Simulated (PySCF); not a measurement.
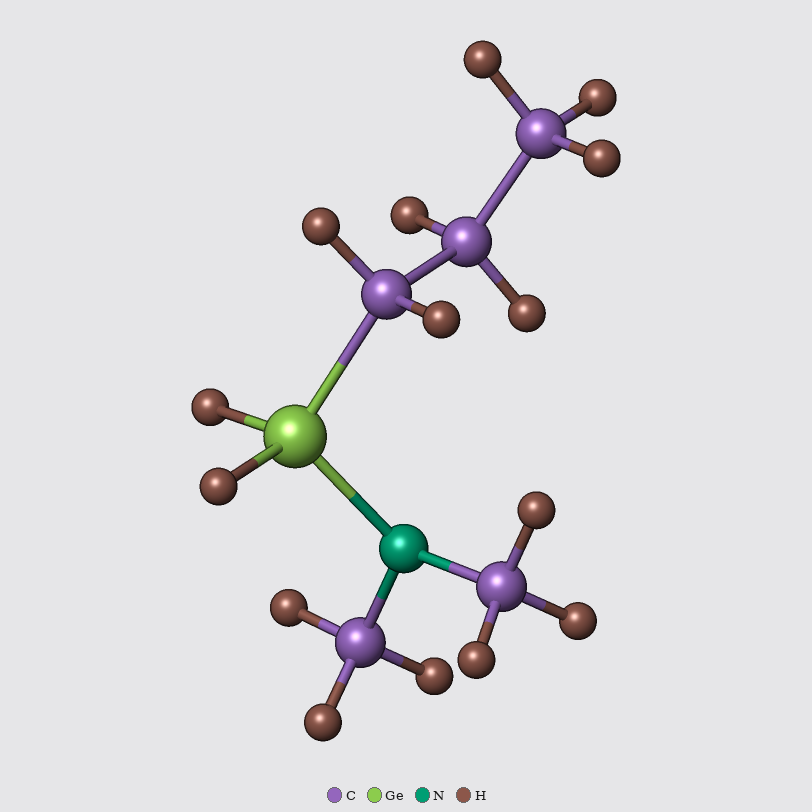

Source: calculation with PySCF.

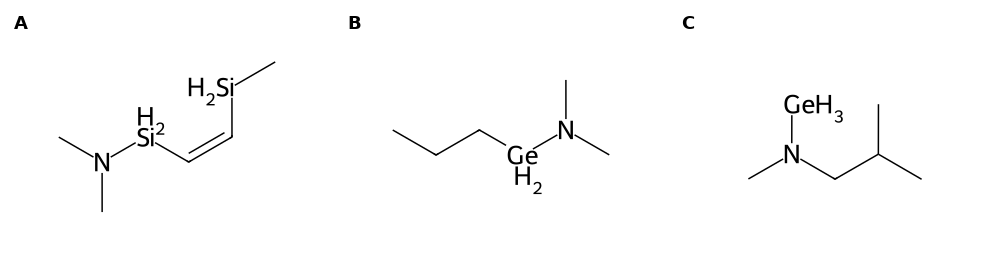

The first picture shows one of the molecules drawn in the second. Which?

B, `CC[CH2][GeH2][N](C)C`.
